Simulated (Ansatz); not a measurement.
## Frequency calculation of SiPH6F

SiPH6F, computed with RKS revPBE/def2-SVP (Ansatz 0.2.0).

It belongs to a series of runs on one base structure; here: vibrations at the highest image of the band.

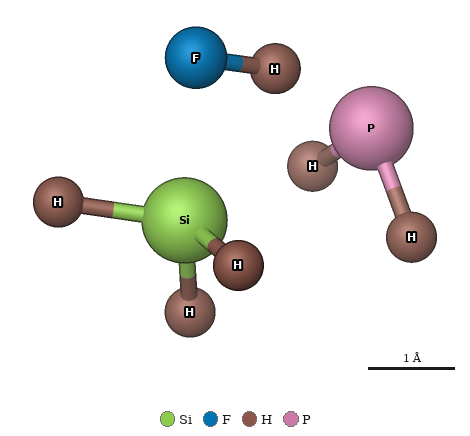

The structure (ball-and-stick view, seen at a tilt).

**The input**
```yaml
crystal:
  periodic: [false, false, false]
  atoms:
    - { symbol: Si, position_ang: [-0.187471, -0.163014, 0.056494] }
    - { symbol: F, position_ang: [-0.02149, 1.030312, 1.623065] }
    - { symbol: H, position_ang: [1.279227, -0.42036, 0.273887] }
    - { symbol: H, position_ang: [-0.452824, 0.91271, -0.951572] }
    - { symbol: H, position_ang: [-0.656465, -1.480108, -0.522156] }
    - { symbol: P, position_ang: [-2.577552, -0.173104, 1.4455] }
    - { symbol: H, position_ang: [-2.995018, -0.144626, 0.074922] }
    - { symbol: H, position_ang: [-2.312606, -1.578861, 1.529866] }
    - { symbol: H, position_ang: [-1.114399, 0.70495, 1.714092] }
basis:
  gaussian: { orbitals: def2-SVP }
hamiltonian:
  xc: revpbe
phonons: {}
```

Machine: 1 thread of Arm Neoverse V1, 24 GiB of memory available, shared host.

Run as:
```bash
ansatz run input.yaml --threads 1 --pin off --max-ram 2048MiB --backend cpu --events-out ev --progress --plain --runs-dir out
```

**The program's output**
```
Engine: ansatz 0.2.0, aarch64-unknown-linux-gnu
Functional definition: revPBE
  parameter kappa = 1.245
  parameter beta = 0.06672455060314922
  exchange = pbe_x(kappa = kappa, mu = beta*pi^2/3)
  correlation = pbe_c(beta = beta)
899 factors; their error is unknown
mean field evaluation 1: about -19965.9729 eV, gradient 2.7e1 eV
mean field evaluation 2: about -19963.4992 eV, gradient 5.1e1 eV
mean field evaluation 4: about -19967.4549 eV, gradient 2.9e0 eV
mean field evaluation 8: about -19967.4894 eV, gradient 5.8e-2 eV
mean field evaluation 16: about -19967.4408 eV, gradient 1.4e-5 eV
mean field -19967.44079043 eV, -733.7899146309 hartree, gradient 1.4e-5 eV, S^2 0.000000; 0 other end points of the search recorded, 0 dependent functions left out
the calculation of the forces begins
reference -19967.44082853 eV, -733.7899160310 hartree; 22, 22 occupied and 58, 58 virtual orbitals, 899 factors
these checks for a lower state are left out or cut short: stability, starts, cluster_reference, orbital_swaps, neighbouring_geometries, increment
899 factors; their error is unknown
mean field -19967.44077041 eV, -733.7899138952 hartree, gradient 2.2e-6 eV, S^2 0.000000; 0 other end points of the search recorded, 0 dependent functions left out
[... from here on the field's lines of each further geometry are left out, up to the last ...]
the calculation of the forces begins
reference -19967.44082134 eV, -733.7899157667 hartree; 22, 22 occupied and 58, 58 virtual orbitals, 899 factors
these checks for a lower state are left out or cut short: stability, starts, cluster_reference, orbital_swaps, neighbouring_geometries, increment
899 factors; their error is unknown
mean field -19967.44077331 eV, -733.7899140019 hartree, gradient 1.1e-6 eV, S^2 0.000000; 0 other end points of the search recorded, 0 dependent functions left out
the calculation of the forces begins
reference -19967.44081141 eV, -733.7899154018 hartree; 22, 22 occupied and 58, 58 virtual orbitals, 899 factors
WARN: phonons: modes at or below zero, which the zero-point energy, F, S and C_V leave out: 1, the lowest at -744.24 cm⁻¹. A minimum has none, and a first-order saddle one
Total energy: -19967.44082853 eV, -733.7899160310 hartree
Atom 0 at    -0.187471    -0.163014     0.056494 Å, force     0.020912     0.002354    -0.001140 eV/Å
Atom 1 at    -0.021490     1.030312     1.623065 Å, force    -0.021387     0.004001     0.007873 eV/Å
Atom 2 at     1.279227    -0.420360     0.273887 Å, force     0.003548    -0.003989    -0.008031 eV/Å
Atom 3 at    -0.452824     0.912710    -0.951572 Å, force    -0.003580    -0.001584    -0.002145 eV/Å
Atom 4 at    -0.656465    -1.480108    -0.522156 Å, force    -0.012348     0.001392     0.006063 eV/Å
Atom 5 at    -2.577552    -0.173104     1.445500 Å, force     0.016542    -0.010684    -0.006045 eV/Å
Atom 6 at    -2.995018    -0.144626     0.074922 Å, force     0.000994     0.000588     0.002128 eV/Å
Atom 7 at    -2.312606    -1.578861     1.529866 Å, force    -0.011372     0.002826    -0.000691 eV/Å
Atom 8 at    -1.114399     0.704950     1.714092 Å, force     0.006691     0.005095     0.001989 eV/Å
Dipole moment:    -0.068679    -0.133951    -0.118657 e Å
Vibrations: -744.24 120.86 224.04 263.88 376.93 482.71 509.45 619.27 671.85 817.68 894.59 918.84 973.10 1009.31 1032.10 1396.91 2102.63 2160.65 2203.86 2361.28 2388.00 cm⁻¹, zero-point energy 1.334561 eV
```

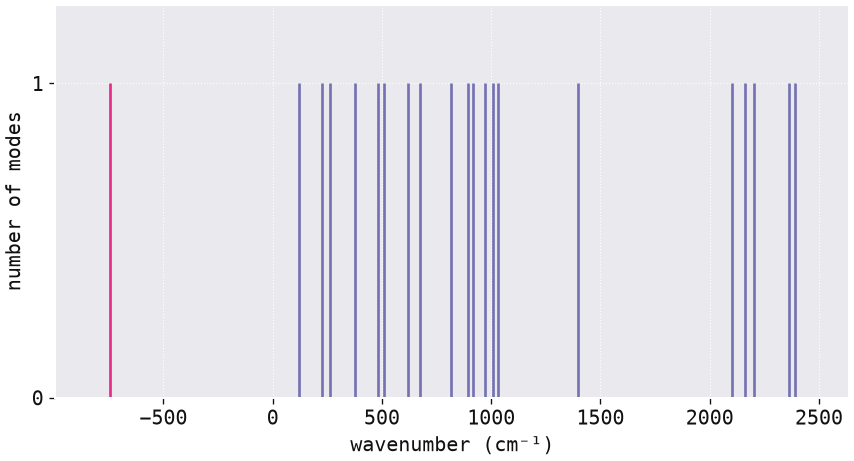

Harmonic vibrational wavenumbers from the force constants; neighbouring modes closer than 14 cm⁻¹ are counted in one stick, and imaginary ones are drawn at negative wavenumbers. 21 modes from 744i to 2388 cm⁻¹, 1 imaginary beyond 8i (744i cm⁻¹): a first-order saddle point, if the geometry is stationary.

**Results in brief**

| quantity | value |
| --- | --- |
| outcome | converged |
| total energy | −19967.4408 eV |
| mean-field energy | −19967.4408 eV |
| largest force (length of the vector) | 0.023 eV/Å |
| wall time | 82 s |
| peak memory | 0.11 GiB |
